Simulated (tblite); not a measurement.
## Geometry relaxation of C$_{6}$H$_{10}$NSi (part 2 of 4)

C$_{6}$H$_{10}$NSi, multiplicity 2; GFN2-xTB geometry optimisation, gas phase (tblite 0.8.0). It belongs to a series of runs on one base structure; here: H removed from Si.

Geometry of the input (Å):
```
C  -3.2131  1.6216  1.2249
C  -2.2736  1.3366  0.5362
C  -1.1089  0.9855  -0.2414
C  -0.7453  -0.2638  -0.3996
C  -1.4929  -1.3731  0.2571
Si 0.7529  -0.5550  -1.4421
N  2.0828  0.4799  -0.9816
C  2.9659  0.0123  0.0315
H  -4.0766  1.8677  1.8297
H  -0.5396  1.7835  -0.7341
H  -2.2414  -1.8248  -0.4500
H  -0.7804  -2.1294  0.6142
H  -2.0694  -1.0386  1.1484
H  1.1367  -1.9680  -1.2480
H  1.9515  1.5009  -1.0580
H  2.6645  0.2691  1.0768
H  3.0017  -1.0940  -0.0351
H  3.9764  0.3960  -0.1405
```

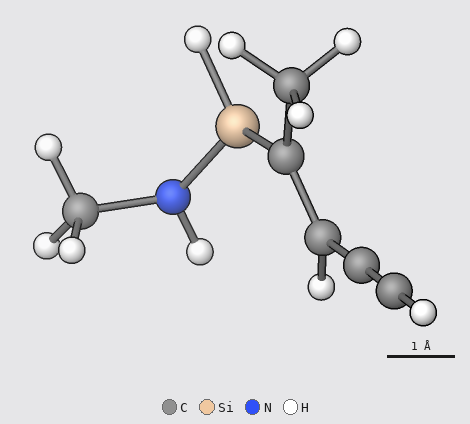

Figure 1. The geometry at step 37 of the log (ball-and-stick view, seen at a tilt).

Trajectory as extended XYZ, continued:
```
18
Properties=species:S:1:pos:R:3:forces:R:3 step=23 energy=-610.90344
C    -3.3013    1.6812    1.2672   -0.0300   0.0120   0.0100
C    -2.3663    1.3465    0.5862    0.0490   0.0640   0.0220
C    -1.2313    1.0160   -0.1578    0.1050  -0.0760   0.0030
C    -0.7516   -0.2481   -0.3041    0.0290  -0.0670  -0.0220
C    -1.5461   -1.4035    0.2415   -0.0270  -0.0320  -0.0240
Si    0.7645   -0.6227   -1.3018   -0.0260  -0.0920   0.0460
N     2.1814    0.3298   -1.0619   -0.0590  -0.0180  -0.1060
C     3.0773    0.0295    0.0375   -0.0150   0.0550  -0.0400
H    -4.1193    1.9707    1.8519   -0.0970   0.0010   0.0330
H    -0.7039    1.8553   -0.5918    0.0510   0.0480  -0.0050
H    -2.2082   -1.7982   -0.5299   -0.0120  -0.0410   0.0220
H    -0.8961   -2.2131    0.5756   -0.0510   0.0620  -0.0270
H    -2.1602   -1.0676    1.0764    0.0120  -0.0540  -0.0410
H     1.1845   -2.0212   -1.4232   -0.0370   0.1460   0.0610
H     2.1110    1.3226   -1.2320    0.0760  -0.0300   0.0200
H     2.6849    0.3662    1.0024   -0.0170  -0.0480   0.0570
H     3.2311   -1.0480    0.0726   -0.0170   0.0450   0.0590
H     4.0410    0.5109   -0.1205    0.0670   0.0250  -0.0650
18
Properties=species:S:1:pos:R:3:forces:R:3 step=26 energy=-610.90925
C    -3.3102    1.6843    1.2689    0.0050   0.0060  -0.0070
C    -2.3704    1.3474    0.5928    0.0420   0.0240   0.0480
C    -1.2287    1.0109   -0.1451   -0.0210   0.0620   0.0440
C    -0.7490   -0.2539   -0.2963   -0.0690   0.0060   0.0190
C    -1.5531   -1.4086    0.2348   -0.0420  -0.0260  -0.0020
Si    0.7653   -0.6267   -1.2850   -0.0010   0.0710  -0.0060
N     2.1881    0.3220   -1.0712    0.0570  -0.0060   0.0270
C     3.0853    0.0394    0.0349    0.0140   0.0030  -0.0050
H    -4.1302    1.9814    1.8537    0.0140  -0.0400  -0.0540
H    -0.7057    1.8576   -0.5763    0.0560  -0.0370   0.0240
H    -2.2104   -1.8022   -0.5385   -0.0500  -0.0260  -0.0460
H    -0.9175   -2.2224    0.5748    0.0650  -0.0130  -0.0100
H    -2.1700   -1.0766    1.0659   -0.0560   0.0020   0.0150
H     1.1679   -2.0173   -1.4253    0.0340  -0.0300   0.0450
H     2.1421    1.3121   -1.2591   -0.0040  -0.0150  -0.0250
H     2.6910    0.3713    1.0037   -0.0030  -0.0080  -0.0510
H     3.2470   -1.0367    0.0812   -0.0080   0.0260   0.0330
H     4.0498    0.5243   -0.1257   -0.0340   0.0020  -0.0480
18
Properties=species:S:1:pos:R:3:forces:R:3 step=28 energy=-610.91323
C    -3.3176    1.6885    1.2703    0.0610  -0.0130  -0.0340
C    -2.3695    1.3515    0.6045    0.0050   0.0230   0.0510
C    -1.2266    1.0113   -0.1309   -0.0370   0.0230   0.0370
C    -0.7543   -0.2581   -0.2885   -0.0490   0.0720  -0.0120
C    -1.5650   -1.4168    0.2295    0.0050   0.0320  -0.0040
Si    0.7658   -0.6248   -1.2717   -0.0330   0.0880   0.0080
N     2.1993    0.3133   -1.0788    0.0010   0.0210   0.0270
C     3.0936    0.0476    0.0319    0.0220  -0.0470   0.0270
H    -4.1407    1.9859    1.8510    0.0270  -0.0420  -0.0600
H    -0.7000    1.8578   -0.5624    0.0420  -0.0860   0.0630
H    -2.2182   -1.8080   -0.5508   -0.0020  -0.0020   0.0040
H    -0.9263   -2.2285    0.5722    0.0150  -0.0060  -0.0280
H    -2.1846   -1.0846    1.0592   -0.0610  -0.0210  -0.0050
H     1.1605   -2.0145   -1.4223    0.0470  -0.0680   0.0400
H     2.1659    1.3008   -1.2826   -0.0350  -0.0100  -0.0440
H     2.6945    0.3741    0.9999    0.0030   0.0840  -0.0520
H     3.2598   -1.0254    0.0942    0.0240  -0.0510  -0.0160
H     4.0547    0.5361   -0.1365   -0.0370   0.0030   0.0000
18
Properties=species:S:1:pos:R:3:forces:R:3 step=30 energy=-610.91700
C    -3.3224    1.6917    1.2702    0.0230   0.0000   0.0010
C    -2.3658    1.3559    0.6180    0.0020   0.0130   0.0100
C    -1.2257    1.0123   -0.1141    0.0230  -0.0440  -0.0080
C    -0.7626   -0.2592   -0.2817    0.0150   0.0150  -0.0270
C    -1.5765   -1.4230    0.2240    0.0160   0.0430   0.0020
Si    0.7649   -0.6177   -1.2591   -0.0320  -0.0350   0.0000
N     2.2091    0.3077   -1.0835   -0.0780   0.0010   0.0000
C     3.1022    0.0536    0.0301   -0.0050  -0.0420   0.0070
H    -4.1487    1.9871    1.8435   -0.0360  -0.0140  -0.0090
H    -0.6890    1.8511   -0.5443    0.0510  -0.0200   0.0660
H    -2.2260   -1.8135   -0.5620    0.0470   0.0240   0.0390
H    -0.9348   -2.2342    0.5680   -0.0360   0.0300  -0.0460
H    -2.2028   -1.0944    1.0517   -0.0340  -0.0370  -0.0310
H     1.1528   -2.0140   -1.4139    0.0230   0.0220   0.0480
H     2.1880    1.2905   -1.3097   -0.0360  -0.0040  -0.0330
H     2.6988    0.3822    0.9938    0.0050   0.1290  -0.0110
H     3.2723   -1.0172    0.1045    0.0390  -0.0830  -0.0450
H     4.0573    0.5474   -0.1471    0.0110   0.0020   0.0370
18
Properties=species:S:1:pos:R:3:forces:R:3 step=33 energy=-610.92303
C    -3.3253    1.6955    1.2705   -0.0410   0.0120   0.0440
C    -2.3551    1.3652    0.6377   -0.0130  -0.0240  -0.0410
C    -1.2194    1.0106   -0.0918    0.0490   0.0140  -0.0010
C    -0.7738   -0.2620   -0.2764    0.0440  -0.0460   0.0250
C    -1.5910   -1.4263    0.2168   -0.0140  -0.0120  -0.0080
Si    0.7586   -0.6115   -1.2454    0.0170  -0.1060  -0.0450
N     2.2104    0.3026   -1.0867   -0.0360  -0.0140   0.0040
C     3.1107    0.0575    0.0267   -0.0410   0.0440  -0.0370
H    -4.1639    1.9826    1.8285   -0.0460   0.0100   0.0190
H    -0.6596    1.8376   -0.5090    0.0570   0.0850   0.0450
H    -2.2316   -1.8193   -0.5729    0.0180   0.0240  -0.0450
H    -0.9482   -2.2374    0.5554   -0.0210   0.0040   0.0090
H    -2.2330   -1.1122    1.0378    0.0170   0.0040  -0.0080
H     1.1452   -2.0095   -1.3883    0.0180   0.0090   0.0390
H     2.2111    1.2773   -1.3495   -0.0330  -0.0450   0.0120
H     2.7061    0.4104    0.9825    0.0310   0.0210  -0.0090
H     3.2896   -1.0148    0.1105   -0.0200   0.0650  -0.0250
H     4.0604    0.5602   -0.1581    0.0140  -0.0450   0.0220
18
Properties=species:S:1:pos:R:3:forces:R:3 step=35 energy=-610.92611
C    -3.3285    1.6982    1.2733    0.0150  -0.0150  -0.0010
C    -2.3534    1.3684    0.6453   -0.0390  -0.0250  -0.0270
C    -1.2131    1.0100   -0.0809    0.0000   0.0580   0.0490
C    -0.7752   -0.2654   -0.2716    0.0120   0.0400   0.0400
C    -1.5989   -1.4282    0.2126   -0.0010  -0.0070  -0.0280
Si    0.7558   -0.6169   -1.2408    0.0070   0.0020  -0.0250
N     2.2077    0.2967   -1.0886    0.0230   0.0320  -0.0100
C     3.1130    0.0618    0.0229   -0.0100   0.0480  -0.0130
H    -4.1762    1.9821    1.8233    0.0290  -0.0060  -0.0220
H    -0.6424    1.8383   -0.4861    0.0140   0.0250   0.0630
H    -2.2318   -1.8195   -0.5824   -0.0120   0.0180  -0.0810
H    -0.9575   -2.2394    0.5492   -0.0010  -0.0350   0.0430
H    -2.2477   -1.1207    1.0299    0.0200   0.0270   0.0060
H     1.1449   -2.0085   -1.3742    0.0430  -0.1160   0.0230
H     2.2197    1.2666   -1.3698   -0.0520  -0.0680   0.0180
H     2.7120    0.4287    0.9756    0.0190  -0.0410  -0.0090
H     3.2990   -1.0100    0.1116   -0.0620   0.1020   0.0080
H     4.0638    0.5640   -0.1609   -0.0060  -0.0370  -0.0330
18
Properties=species:S:1:pos:R:3:forces:R:3 step=37 energy=-610.93063
C    -3.3340    1.7016    1.2784    0.0690  -0.0430  -0.0550
C    -2.3563    1.3696    0.6533   -0.0290  -0.0040   0.0010
C    -1.2044    1.0124   -0.0604   -0.0250   0.0200   0.0680
C    -0.7749   -0.2667   -0.2600   -0.0100   0.0940   0.0140
C    -1.6106   -1.4317    0.2039    0.0270   0.0230  -0.0330
Si    0.7533   -0.6272   -1.2345   -0.0070   0.0650   0.0420
N     2.2064    0.2857   -1.0930    0.0450   0.0800  -0.0530
C     3.1165    0.0733    0.0160    0.0380   0.0060   0.0330
H    -4.1926    1.9834    1.8154    0.0830  -0.0220  -0.0490
H    -0.6185    1.8434   -0.4457   -0.0460  -0.0560   0.0880
H    -2.2324   -1.8166   -0.6041    0.0020   0.0350  -0.0450
H    -0.9737   -2.2457    0.5439   -0.0100  -0.0320   0.0270
H    -2.2678   -1.1313    1.0177    0.0160   0.0360  -0.0210
H     1.1475   -2.0169   -1.3545    0.0390  -0.1540   0.0180
H     2.2298    1.2462   -1.4012   -0.0780  -0.0340  -0.0010
H     2.7227    0.4526    0.9652   -0.0310  -0.0450   0.0270
H     3.3101   -0.9937    0.1152   -0.0840   0.0000   0.0530
H     4.0701    0.5679   -0.1672    0.0010   0.0320  -0.1150
18
Properties=species:S:1:pos:R:3:forces:R:3 step=40 energy=-610.94157
C    -3.3375    1.7017    1.2818   -0.0540  -0.0130  -0.0100
C    -2.3516    1.3745    0.6715    0.0720  -0.0180   0.0080
C    -1.1814    1.0175   -0.0037    0.0570  -0.1060  -0.0260
C    -0.7777   -0.2636   -0.2361    0.0690  -0.0940  -0.0390
C    -1.6338   -1.4357    0.1795    0.0150   0.0240   0.0120
Si    0.7478   -0.6414   -1.2156    0.0860  -0.1150   0.1160
N     2.2041    0.2728   -1.1055    0.0040   0.0120  -0.0240
C     3.1247    0.1020    0.0016    0.0070  -0.0500  -0.0010
H    -4.2160    1.9751    1.7837   -0.0130   0.0190   0.0210
H    -0.5580    1.8393   -0.3402   -0.0430   0.0180   0.0520
H    -2.2339   -1.8071   -0.6546    0.0660   0.0720   0.0370
H    -1.0103   -2.2586    0.5326   -0.0390   0.0390  -0.0570
H    -2.3111   -1.1515    0.9840    0.0060   0.0600  -0.0720
H     1.1513   -2.0467   -1.2902   -0.0500   0.0990   0.0290
H     2.2394    1.2092   -1.4721   -0.0720   0.0790  -0.0170
H     2.7416    0.4987    0.9471   -0.0470   0.0440   0.0090
H     3.3117   -0.9595    0.1296   -0.0320  -0.1480   0.0760
H     4.0817    0.5797   -0.2051   -0.0330   0.0760  -0.1130
18
Properties=species:S:1:pos:R:3:forces:R:3 step=42 energy=-610.95247
C    -3.3360    1.6952    1.2791   -0.0920  -0.0080  -0.0080
C    -2.3355    1.3799    0.6879    0.0750  -0.0720   0.0490
C    -1.1504    1.0146    0.0479    0.0590  -0.0530  -0.0440
C    -0.7742   -0.2659   -0.2203    0.1160  -0.1430  -0.0020
C    -1.6506   -1.4331    0.1566   -0.0130  -0.0080   0.0120
Si    0.7483   -0.6628   -1.1926    0.1350  -0.1320   0.1120
N     2.1944    0.2691   -1.1171    0.0020  -0.0970   0.0590
C     3.1279    0.1237   -0.0127   -0.0590  -0.0420  -0.0620
H    -4.2332    1.9595    1.7486   -0.0570   0.0510   0.0530
H    -0.4957    1.8315   -0.2290    0.0020   0.0540  -0.0190
H    -2.2270   -1.7888   -0.6981    0.0220   0.0380  -0.0090
H    -1.0433   -2.2643    0.5161   -0.0150   0.0140  -0.0560
H    -2.3482   -1.1607    0.9454   -0.0220   0.1040  -0.0370
H     1.1567   -2.0722   -1.2121   -0.0600   0.1570   0.0110
H     2.2246    1.1850   -1.5307   -0.0190   0.1070   0.0310
H     2.7535    0.5457    0.9301    0.0290   0.0570  -0.1290
H     3.2940   -0.9410    0.1462    0.0330   0.0020   0.0330
H     4.0857    0.5908   -0.2569   -0.1370  -0.0290   0.0060
18
Properties=species:S:1:pos:R:3:forces:R:3 step=44 energy=-610.96163
C    -3.3385    1.6884    1.2749    0.0240  -0.0420  -0.0770
C    -2.3270    1.3750    0.6981   -0.0050  -0.1050   0.1020
C    -1.1296    1.0072    0.0761   -0.0270   0.0480   0.0340
C    -0.7594   -0.2724   -0.2090    0.0500  -0.0210   0.0700
C    -1.6574   -1.4276    0.1428   -0.0100  -0.0180  -0.0190
Si    0.7597   -0.6904   -1.1673    0.0130   0.0920   0.0550
N     2.1887    0.2627   -1.1252    0.0100  -0.1030   0.0250
C     3.1273    0.1328   -0.0244   -0.0680   0.0020  -0.0490
H    -4.2431    1.9555    1.7319   -0.0050   0.0370   0.0220
H    -0.4681    1.8331   -0.1539    0.0520   0.0050  -0.0830
H    -2.2145   -1.7655   -0.7276   -0.0620  -0.0160  -0.0800
H    -1.0665   -2.2673    0.5022    0.0040  -0.0520   0.0000
H    -2.3687   -1.1529    0.9163   -0.0370   0.1030   0.0050
H     1.1638   -2.0874   -1.1683    0.0170  -0.0620   0.0060
H     2.2016    1.1710   -1.5595    0.0260   0.0480   0.1000
H     2.7601    0.5798    0.9110    0.0450   0.0420  -0.1510
H     3.2824   -0.9325    0.1617    0.0650   0.1330  -0.0190
H     4.0803    0.5969   -0.2915   -0.0920  -0.0910   0.0590
18
Properties=species:S:1:pos:R:3:forces:R:3 step=47 energy=-610.97361
C    -3.3547    1.6860    1.2704    0.0720  -0.0420  -0.0690
C    -2.3257    1.3590    0.7302   -0.0580  -0.0160   0.0790
C    -1.1150    1.0047    0.1251    0.0340  -0.0380   0.0410
C    -0.7458   -0.2779   -0.1757   -0.0790   0.0560   0.0370
C    -1.6770   -1.4275    0.1200   -0.0150   0.0260  -0.0090
Si    0.7711   -0.7151   -1.1175   -0.0790   0.0260  -0.0060
N     2.1990    0.2317   -1.1461    0.0060   0.0310  -0.0750
C     3.1329    0.1491   -0.0447    0.0580   0.0250   0.0230
H    -4.2634    1.9660    1.7170    0.0710  -0.0120  -0.0240
H    -0.4425    1.8376   -0.0658   -0.0280  -0.1310  -0.0540
H    -2.2099   -1.7426   -0.7785    0.0020   0.0420   0.0360
H    -1.1077   -2.2832    0.4826   -0.0720   0.0010   0.0010
H    -2.4099   -1.1447    0.8744    0.0250   0.0120  -0.0600
H     1.1756   -2.1126   -1.1338   -0.0030  -0.0360   0.0160
H     2.2056    1.1317   -1.6024   -0.0020  -0.0330   0.1100
H     2.7743    0.6353    0.8672   -0.0760   0.0840   0.0220
H     3.3075   -0.8999    0.1907    0.0120   0.0050  -0.0300
H     4.0768    0.6085   -0.3245    0.1330   0.0020  -0.0390
18
Properties=species:S:1:pos:R:3:forces:R:3 step=49 energy=-610.98177
C    -3.3608    1.6758    1.2577    0.0090  -0.0040   0.0060
C    -2.3089    1.3442    0.7700   -0.0150   0.0600   0.0030
C    -1.0883    0.9960    0.1889    0.0590  -0.0590   0.0340
C    -0.7413   -0.2840   -0.1420   -0.0180  -0.0370  -0.0410
C    -1.7003   -1.4226    0.0925   -0.0420   0.0080   0.0080
Si    0.7739   -0.7356   -1.0700    0.0100  -0.0830  -0.0830
N     2.2000    0.2092   -1.1681    0.0360   0.0020   0.0230
C     3.1389    0.1741   -0.0678    0.0800   0.0530   0.0340
H    -4.2754    1.9616    1.6832   -0.0050  -0.0070   0.0100
H    -0.3907    1.8154    0.0408   -0.0430  -0.0830  -0.0410
H    -2.2054   -1.7129   -0.8298    0.0170   0.0450   0.0170
H    -1.1564   -2.2934    0.4580   -0.0970  -0.0030   0.0160
H    -2.4575   -1.1386    0.8198    0.0040  -0.0110   0.0000
H     1.1800   -2.1383   -1.0629   -0.0290   0.0710   0.0120
H     2.2016    1.0975   -1.6448   -0.0480  -0.0080   0.0560
H     2.7849    0.7032    0.8229   -0.0530   0.0700  -0.0050
H     3.3145   -0.8619    0.2151    0.0040  -0.0260  -0.0250
H     4.0825    0.6168   -0.3751    0.1300   0.0120  -0.0250
18
Properties=species:S:1:pos:R:3:forces:R:3 step=52 energy=-610.98899
C    -3.3599    1.6609    1.2424   -0.1280   0.0580   0.1060
C    -2.2873    1.3322    0.8060    0.1490   0.0250  -0.0810
C    -1.0572    0.9745    0.2506   -0.0540  -0.0510   0.0060
C    -0.7368   -0.2982   -0.1177    0.0780  -0.0670  -0.0510
C    -1.7247   -1.4141    0.0697   -0.0220  -0.0550   0.0090
Si    0.7776   -0.7584   -1.0439    0.0250   0.0370  -0.0600
N     2.1989    0.1922   -1.1784    0.0590  -0.0020   0.0310
C     3.1502    0.2036   -0.0866    0.0230  -0.0040  -0.0170
H    -4.2800    1.9522    1.6498   -0.0470   0.0000   0.0170
H    -0.3417    1.7743    0.1294    0.0610   0.0960  -0.0260
H    -2.1983   -1.6729   -0.8737   -0.0570  -0.0230  -0.0870
H    -1.2138   -2.3015    0.4376   -0.0740  -0.0590   0.0350
H    -2.5006   -1.1261    0.7708   -0.0530   0.0120   0.0750
H     1.1776   -2.1551   -0.9870    0.0280  -0.0400  -0.0080
H     2.1804    1.0740   -1.6633   -0.0730   0.0560  -0.0290
H     2.7901    0.7775    0.7758    0.0880  -0.0050  -0.0240
H     3.3134   -0.8253    0.2264    0.0250  -0.0010   0.0900
H     4.1031    0.6167   -0.4198   -0.0280   0.0220   0.0140
```
